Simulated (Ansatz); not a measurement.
# One shape, several levels: doublet [InSi2H7]+

Wanted: a comparison of 6 runs (UHF/STO-3G, UHF/3-21G, U-r2SCAN/def2-SVP, U-r2SCAN0/def2-SVP, RPA@PBE0/def2-SVP, UCCSD/def2-SVP) of doublet [InSi2H7]+. 

Program for the calculation: Ansatz 0.2.0.

54 further runs of the same task are left out: 54 set aside as unsound or not needed.

### 1 The structure to begin with

[InSi2H7]+ has 10 atoms, charge +1, and is taken as a doublet. As SMILES of the parent species, `[SiH3][SiH2][InH2]`. The shape is that of a PBE0-D4/def2-TZVP optimisation. That shape belongs to the parent species and isn't relaxed for this state.

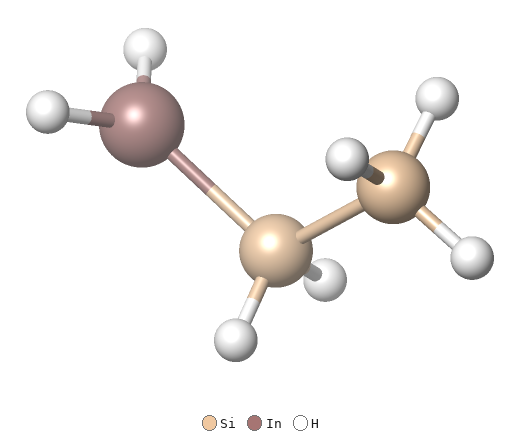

Viewed from a chosen angle; silicon light orange, indium brown, hydrogen white.

### 2 A single-point energy at UHF/STO-3G (run 1)

in.yaml

```yaml
crystal:
  periodic: [false, false, false]
  atoms:
    - {symbol: Si, position_ang: [-1.450900, 0.732300, -0.821600]}
    - {symbol: Si, position_ang: [0.023100, -0.982700, -0.222400]}
    - {symbol: In, position_ang: [1.884800, -0.062700, 1.293100]}
    - {symbol: H, position_ang: [-2.541100, 0.248700, -1.711500]}
    - {symbol: H, position_ang: [-0.707700, 1.812100, -1.527500]}
    - {symbol: H, position_ang: [-2.065700, 1.320500, 0.400500]}
    - {symbol: H, position_ang: [-0.761300, -2.056900, 0.451800]}
    - {symbol: H, position_ang: [0.588700, -1.557900, -1.477300]}
    - {symbol: H, position_ang: [1.761400, -0.160900, 3.013900]}
    - {symbol: H, position_ang: [3.268800, 0.707500, 0.601100]}
basis:
  gaussian:
    orbitals: STO-3G
total_charge: 1
hamiltonian:
  xc: hf
output:
  orbitals: {seedname: orbitals}
accuracy: high
magnetization:
  spin_polarized: true
  initial_magnetization: 1
```

Run with:

```bash
$ ansatz run in.yaml --threads 1 --pin off --max-ram 3480MiB --events-out events.jsonl --progress --plain --runs-dir runs
```

Log:

```text
Warning: RAYON_NUM_THREADS=1 ignored (pool sized by the plan → 1); use --threads N
Functional definition: HF
  name "HF"
  exchange = exact_x
  correlation = 0
1005 factors; integrals over basis functions are off by at most 9.7e-9 eV
mean field evaluation 1: about -170286.0226 eV, gradient 9.3e0 eV
mean field evaluation 2: about -170286.0192 eV, gradient 9.2e0 eV
mean field evaluation 4: about -170287.0542 eV, gradient 7.3e-1 eV
mean field evaluation 8: about -170287.0690 eV, gradient 1.4e-2 eV
mean field evaluation 16: about -170282.6037 eV, gradient 1.2e1 eV
mean field evaluation 32: about -170286.4313 eV, gradient 2.2e0 eV
mean field evaluation 64: about -170287.0690 eV, gradient 8.7e-6 eV
mean field -170287.06903854 eV, -6257.9343624452 hartree, gradient 2.2e-8 eV, S^2 0.759751; 1 other end points of the search recorded, 0 dependent functions left out
reference -170287.06903854 eV, -6257.9343624452 hartree; 42, 41 occupied and 10, 11 virtual orbitals, 1005 factors
Total energy: -170287.06903854 eV, -6257.9343624452 hartree
```

Wall time 3.6 s (1 thread of Arm Neoverse V1, shared host); peak memory 0.19 GiB.

### 3 A single-point energy at UHF/3-21G (run 2)

input.yaml

```yaml
crystal:
  periodic: [false, false, false]
  atoms:
    - {symbol: Si, position_ang: [-1.450900, 0.732300, -0.821600]}
    - {symbol: Si, position_ang: [0.023100, -0.982700, -0.222400]}
    - {symbol: In, position_ang: [1.884800, -0.062700, 1.293100]}
    - {symbol: H, position_ang: [-2.541100, 0.248700, -1.711500]}
    - {symbol: H, position_ang: [-0.707700, 1.812100, -1.527500]}
    - {symbol: H, position_ang: [-2.065700, 1.320500, 0.400500]}
    - {symbol: H, position_ang: [-0.761300, -2.056900, 0.451800]}
    - {symbol: H, position_ang: [0.588700, -1.557900, -1.477300]}
    - {symbol: H, position_ang: [1.761400, -0.160900, 3.013900]}
    - {symbol: H, position_ang: [3.268800, 0.707500, 0.601100]}
basis:
  gaussian: {orbitals: 3-21G-spherical.json}
total_charge: 1
magnetization: {spin_polarized: true, initial_magnetization: 1}
hamiltonian: {xc: hf}
accuracy: high
output: {orbitals: {seedname: orbitals}}
```

The basis set 3-21G is read from a file made from the Basis Set Exchange's data (not shown).

Run with:

```bash
$ ansatz run input.yaml --threads 1 --pin off --max-ram 3480MiB --events-out events.jsonl --progress --plain --runs-dir runs
```

Log:

```text
Warning: RAYON_NUM_THREADS=1 ignored (pool sized by the plan → 1); use --threads N
[... 4 set-up lines as earlier in the session ...]
1558 factors; integrals over basis functions are off by at most 6.7e-9 eV
mean field evaluation 1: about -171246.2715 eV, gradient 8.7e0 eV
mean field evaluation 2: about -171246.3016 eV, gradient 8.7e0 eV
mean field evaluation 4: about -171247.3343 eV, gradient 7.8e-1 eV
mean field evaluation 8: about -171247.3583 eV, gradient 6.9e-3 eV
mean field evaluation 16: about -171246.2362 eV, gradient 5.9e0 eV
mean field evaluation 32: about -171245.4217 eV, gradient 4.5e0 eV
mean field evaluation 64: about -171245.7445 eV, gradient 5.7e0 eV
mean field -171247.35795013 eV, -6293.2243290389 hartree, gradient 1.6e-8 eV, S^2 0.764024; 0 other end points of the search recorded, 0 dependent functions left out
reference -171247.35795013 eV, -6293.2243290389 hartree; 42, 41 occupied and 29, 30 virtual orbitals, 1558 factors
Total energy: -171247.35795013 eV, -6293.2243290389 hartree
```

Wall time 6.6 s (1 thread of Arm Neoverse V1, shared host); peak memory 0.31 GiB.

Runs 3 to 5 aren't shown in full; the table further down has their settings and results.

### 4 A single-point energy at UCCSD/def2-SVP (core potential) (run 6)

job.yaml

```yaml
crystal:
  periodic: [false, false, false]
  atoms:
    - symbol: Si
      position_ang: [-1.450900, 0.732300, -0.821600]
    - symbol: Si
      position_ang: [0.023100, -0.982700, -0.222400]
    - symbol: In
      position_ang: [1.884800, -0.062700, 1.293100]
    - symbol: H
      position_ang: [-2.541100, 0.248700, -1.711500]
    - symbol: H
      position_ang: [-0.707700, 1.812100, -1.527500]
    - symbol: H
      position_ang: [-2.065700, 1.320500, 0.400500]
    - symbol: H
      position_ang: [-0.761300, -2.056900, 0.451800]
    - symbol: H
      position_ang: [0.588700, -1.557900, -1.477300]
    - symbol: H
      position_ang: [1.761400, -0.160900, 3.013900]
    - symbol: H
      position_ang: [3.268800, 0.707500, 0.601100]
basis:
  gaussian:
    orbitals: def2-SVP
total_charge: 1
magnetization:
  spin_polarized: true
  initial_magnetization: 1
correlation:
  method: ccsd
  frozen_orbitals: {H: 0, In: 4, Si: 5}
accuracy: high
scf:
  omitted_lower_state_checks: [cluster_reference, increment]
```

Run with:

```bash
$ ansatz run job.yaml --threads 1 --pin off --max-ram 3480MiB --events-out events.jsonl --progress --plain --runs-dir runs
```

Log:

```text
Warning: RAYON_NUM_THREADS=1 ignored (pool sized by the plan → 1); use --threads N
[... 13 lines left out ...]
14 core orbitals not correlated: weight in the atoms' cores, before any rotation towards them, 1.000 or more for the frozen orbitals, at most 0.000 for the correlated occupied ones
[... 33 lines left out ...]
Total energy: -20978.85143283 eV, -770.9585701803 hartree
Checks for a lower state left out: cluster_reference, increment
```

Wall time 89 s (1 thread of Arm Neoverse V1, shared host); peak memory 1.2 GiB.

### 5 The series

| run | level | core potential | frozen core orbitals | energy (Eh) | HOMO energy (eV) | LUMO energy (eV) | ⟨S²⟩ | wall time |
| --- | --- | --- | --- | --- | --- | --- | --- | --- |
| 1 | UHF/STO-3G | none | – | -6257.934362 | -13.86 | -5.60 | 0.760 | 3.6 s |
| 2 | UHF/3-21G | none | – | -6293.224329 | -15.61 | -7.92 | 0.764 | 6.6 s |
| 3 | U-r2SCAN/def2-SVP (core potential) | def2-SVP | – | -772.784206 | -12.31 | -11.41 | 0.756 | 44 s |
| 4 | U-r2SCAN0/def2-SVP (core potential) | def2-SVP | – | -772.741135 | -13.28 | -10.79 | 0.760 | 58 s |
| 5 | RPA@PBE0/def2-SVP (core potential) | def2-SVP | 14 | -771.116839 | – | – | 0.756 | 44 s |
| 6 | UCCSD/def2-SVP (core potential) | def2-SVP | 14 | -770.958570 | – | – | 0.772 | 89 s |

### 6 Results

| quantity | value |
| --- | --- |
| run 6: total energy | -770.95857 Eh |
| run 6: correlation energy (14 core orbitals frozen) | -343.6 mEh |
| run 6: ⟨S²⟩ of the reference determinant | 0.772 |
| run 6: T1 diagnostic | 0.015 |

In words: Totals of different functionals can't be ranked against each other. Some runs of one species differ in core potentials or relativity; totals across that change don't compare. In run 1 the basis is minimal, so the values are rough. In runs 1, 2 relativity is left out where basis or elements ask for it. All runs together took 4.1 min, the longest 89 s.
